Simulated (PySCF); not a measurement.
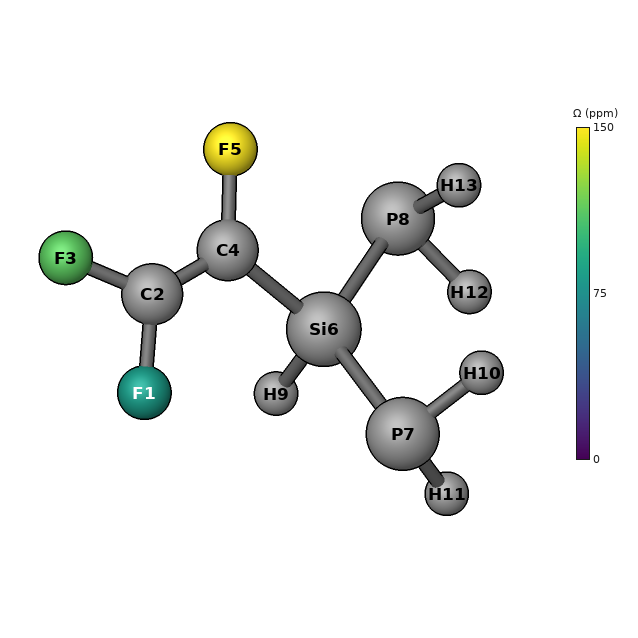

The F atoms are coloured by the span of their shielding tensor. Geometry: a frame of a GFN2-xTB molecular-dynamics simulation, not a minimum. Properties computed with GIAO PBE0/pcSseg-1 NMR shielding, non-relativistic, gas phase (PySCF 2.14.0). Principal shieldings σ11 ≤ σ22 ≤ σ33, span Ω = σ33 − σ11, skew κ = 3(σiso − σ22)/Ω.

Question: Which F atom has the most anisotropic shielding?

Answer: F5, with a span of 149 ppm.

Give the shielding tensors of the F atoms.

```csv
atom,σ11,σ22,σ33,σiso,Ω,κ
F1,229.8,288.3,312.5,276.9,82.7,−0.41
F3,197.8,266.3,310.8,258.3,113.0,−0.21
F5,304.6,387.8,454.0,382.1,149.4,−0.11
```

Shieldings and span in ppm.
